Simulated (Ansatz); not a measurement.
C₃H₁₀B₂ (SMILES CBCBC)

```xyz
15

C    -0.3711   -0.4895    1.4525
C     0.4827   -2.5043    3.1464
C     1.1726    1.8044    1.5405
B     0.6748   -1.5728    1.9018
B     0.1222    0.8228    2.1626
H    -0.3099   -0.3550    0.3517
H    -1.3866   -0.7639    1.8045
H     1.7133   -1.6750    1.2616
H     1.3761   -2.4612    3.8084
H     0.4611   -3.5602    2.7896
H    -0.4286   -2.3218    3.7492
H    -0.3102    1.0762    3.2795
H     2.0094    1.9742    2.2547
H     1.5888    1.5068    0.5580
H     0.6999    2.8081    1.4349
```

Geometry: PBE-D3(BJ)/def2-SVP.

These are results of Ansatz 0.2.0, isolated molecule in a Gaussian basis; Kohn-Sham density functional theory, functional PBE0, not measurements.

Q: What will maps of the electron density and electron localisation function show?

A: C–B (1.57 Å): ρ at the midpoint is about 1.4 e/Å³; the ELF peaks at about 1 between the atoms: a shared electron pair.
C–H (1.11 Å): ρ is about 1.8 e/Å³ halfway; the ELF climbs to about 1 towards the hydrogen, as it does in any bond to H: an ordinary covalent bond to hydrogen.
B–H (1.22 Å): the density is about 1.2 e/Å³ at the midpoint; the ELF climbs to about 1 towards the hydrogen; an ordinary covalent bond to hydrogen.

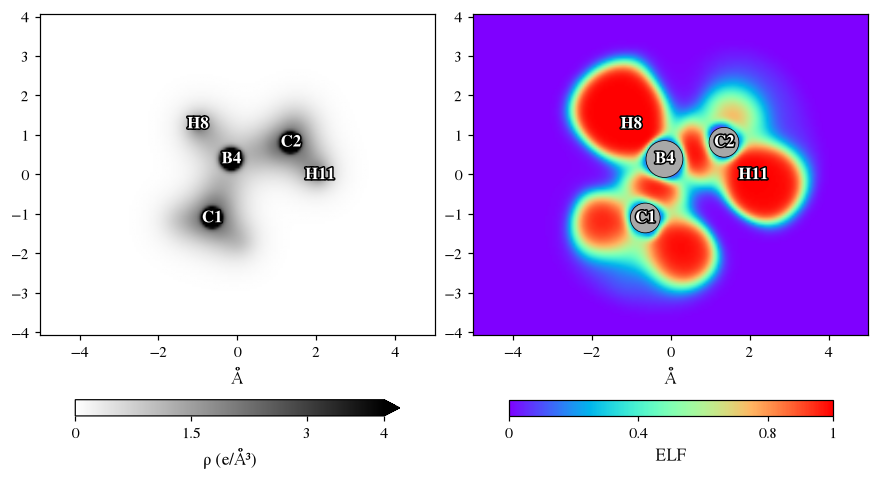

Computed electron density and electron localisation function on the plane of atoms C2, B4 and H8, in this order. Grey discs cover the atomic cores in the ELF map. 
